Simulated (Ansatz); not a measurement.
The relaxed structure here is a generated cell of Bi: the first start was made by placing the elements on the sites of a structure type, and the end was not matched to a known phase here, so it may be hypothetical. Known forms of Bi include space group No. 166.

The end point of a relaxation of Bi. Space group P6₃/mmc (No. 194). Calculation: PBE (plane waves to 420 eV, PAW, scalar-relativistic; Ansatz, a program for electronic structure).

Space group P6₃/mmc (No. 194); a = b = 5.436 Å, c = 7.207 Å, α = β = 90.00°, γ = 120.00°

```csv
atom,site,symmetry,x,y,z
Bi,4f,3m.,0.3333,0.6667,0.0372
```

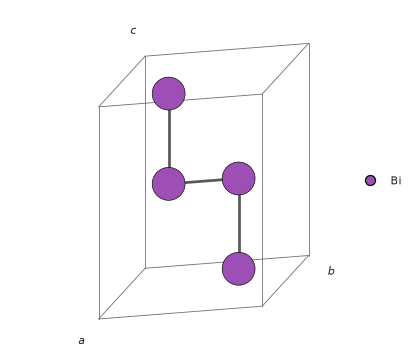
Figure. The conventional cell of the relaxed structure

```json
{
 "volume_per_atom": "46.11 Å³",
 "band_gap": "no gap on the sampled points, where the bands overlap only slightly; such a result is sensitive to mesh and level",
 "shortest_distances": "Bi–Bi 3.07 Å",
 "k-mesh": "10×10×7"
}
```

Band energies at high-symmetry points (eV from the Fermi level; labels of this space group; no spin-orbit coupling), from −5 eV up to 1.1 eV:

```tsv
point	energies
Γ	-4.03 -3.07 -3.07 -1.77 -1.77 -1.55 0.13 0.13
M	-3.97 -3.75 -2.94 -2.44 -2.12 -1.14
K	-4.33 -3.43 -3.43 -2.96 -0.26 -0.26 0.74 0.74
A	-2.54 -2.54 -2.54 -2.54 -2.28 -2.28 0.91 0.91 0.91 0.91
L	-3.21 -3.21 -2.49 -2.49 -1.57 -1.57 0.19 0.19
H	-3.77 -3.77 -2.03 -2.03 -0.97 -0.97 0.65 0.65 0.96 0.96
```

No spin polarisation in the result. Spin-orbit coupling is missing; with elements this heavy it can move band edges by tenths of an eV or more.

The run could not lower the symmetry of its start; a shaken copy of this end point relaxes with PBE to R-3m (No. 166), 0.08 eV/atom lower.
